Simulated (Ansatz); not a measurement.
## Run report: PNH₇ (charge +1), single-point calculation

PNH₇, charge +1, computed with RKS PBE0-D4/def2-TZVPPD (Ansatz 0.2.0).

The geometry: rigid move from PBE0-D4/def2-TZVP.

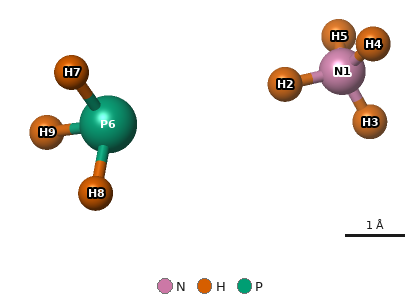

Figure 1. The structure as given in the input (ball-and-stick view, seen at a tilt; atoms are numbered from 1 in the order of the input). Bond lengths as drawn: H–N 1.02 to 1.07 Å and H–P 1.41 Å.

**Summary**

```json
{"quantity": "outcome", "value": "converged"}
{"quantity": "total energy", "value": "−10881.4782 eV"}
{"quantity": "mean-field energy", "value": "−10881.4374 eV"}
{"quantity": "dispersion energy", "value": "−0.0408 eV"}
{"quantity": "SCF solution under orbital rotations", "value": "stable"}
{"quantity": "HOMO", "value": "−11.20 eV"}
{"quantity": "LUMO", "value": "−5.62 eV"}
{"quantity": "hardware", "value": "2 threads of Arm Neoverse V2, 23 GiB of memory available, shared host"}
{"quantity": "wall time", "value": "1.9 s (CPU time 3.5 s)"}
{"quantity": "peak memory", "value": "0.41 GiB"}
```

**Input**
```yaml
crystal:
  periodic: [false, false, false]
  atoms:
    - {symbol: N, position_ang: [0.058416, -0.245642, -1.673843]}
    - {symbol: H, position_ang: [0.022225, -0.089944, -0.615022]}
    - {symbol: H, position_ang: [-0.863479, -0.523174, -2.012814]}
    - {symbol: H, position_ang: [0.731747, -0.981346, -1.891054]}
    - {symbol: H, position_ang: [0.341826, 0.617304, -2.139477]}
    - {symbol: P, position_ang: [-0.092414, 0.390848, 2.662117]}
    - {symbol: H, position_ang: [1.084011, 0.241558, 3.425958]}
    - {symbol: H, position_ang: [-0.940960, -0.414979, 3.449733]}
    - {symbol: H, position_ang: [-0.493708, 1.646632, 3.163806]}
basis:
  gaussian: {orbitals: "def2-TZVPPD.json"}
total_charge: 1
hamiltonian: {xc: pbe0, dispersion: d4}
output: {orbitals: {seedname: orbitals}}
```

Run as:
```bash
ansatz run in.yaml --threads 2 --pin off --events-out ev --progress --plain --max-ram 5222MiB
```

**Output**
```
Functional definition: PBE0
  name "PBE0"
  cite "Adamo & Barone, J. Chem. Phys. 110, 6158 (1999) doi:10.1063/1.478522"
  cite "Perdew, Burke & Ernzerhof, Phys. Rev. Lett. 77, 3865 (1996) doi:10.1103/PhysRevLett.77.3865"
  parent pbe
  parameter a = 0.25
  parameter kappa = 0.804
  parameter beta = 0.06672455060314922
  exchange = (1 - a)*pbe_x(kappa = kappa, mu = beta*pi^2/3) + a*exact_x
  correlation = pbe_c(beta = beta)
932 factors; their error is unknown
mean field evaluation 1: about -10873.0952 eV, gradient 6.8e1 eV
mean field evaluation 2: about -10871.4481 eV, gradient 7.1e1 eV
mean field evaluation 4: about -10881.4150 eV, gradient 2.0e0 eV
mean field evaluation 8: about -10881.4244 eV, gradient 5.5e-2 eV
mean field evaluation 16: about -10881.4374 eV, gradient 3.1e-5 eV
mean field -10881.43739197 eV, -399.8854484519 hartree, gradient 3.1e-5 eV, S^2 0.000000; 0 other end points of the search recorded, 0 dependent functions left out
reference -10881.43742352 eV, -399.8854496110 hartree; 14, 14 occupied and 190, 190 virtual orbitals, 932 factors
Total energy: -10881.47821808 eV, -399.8869487836 hartree
```

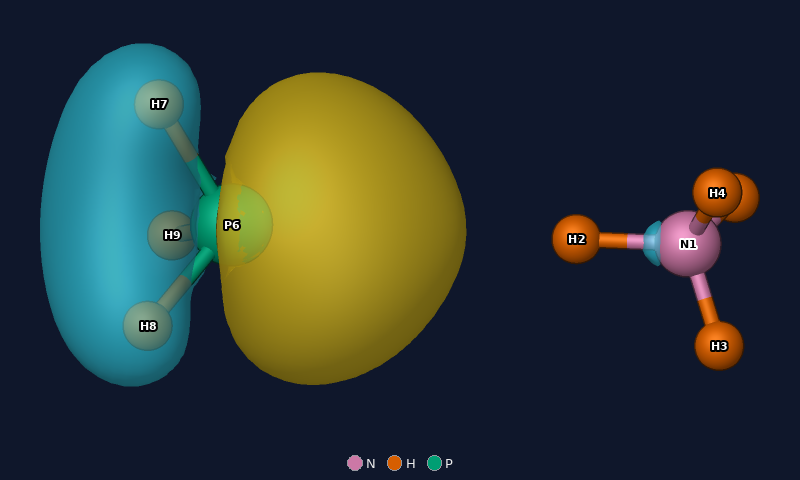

Figure 2. The HOMO at ±0.1 Å⁻³ᐟ² (yellow and cyan are the two phases), seen at a tilt. Its energy is −11.20 eV.

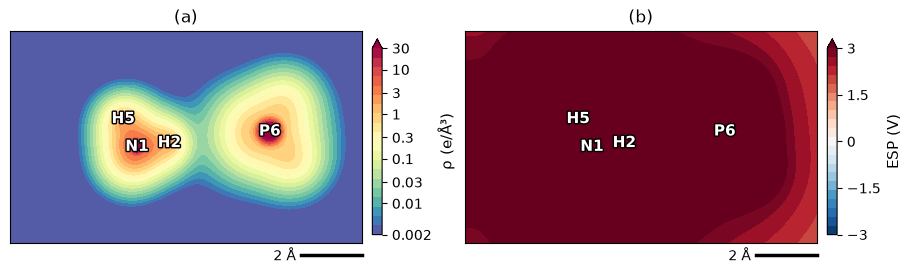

Figure 3. (a) electron density; (b) electrostatic potential on the plane of atoms H2, N1 and H5. The section cuts through N, H and P sites. P6···H2 (3.31 Å): ρ at the midpoint is about 0.09 e/Å³, with its minimum of 0.03 e/Å³ about 2.2 Å from P (a non-bonded, intermolecular contact). N–H (1.02 Å): ρ is about 3 e/Å³ halfway, with its minimum of 2.3 e/Å³ about 0.8 Å from N. The potential has no marked negative region in this plane.

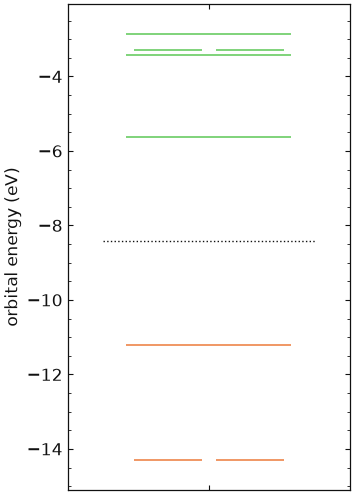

Figure 4. Orbital energies near the frontier; the dotted line parts filled from empty levels, and levels within 0.02 eV of each other stand side by side. Highest filled −11.20 eV, lowest empty −5.62 eV, 5.58 eV apart.
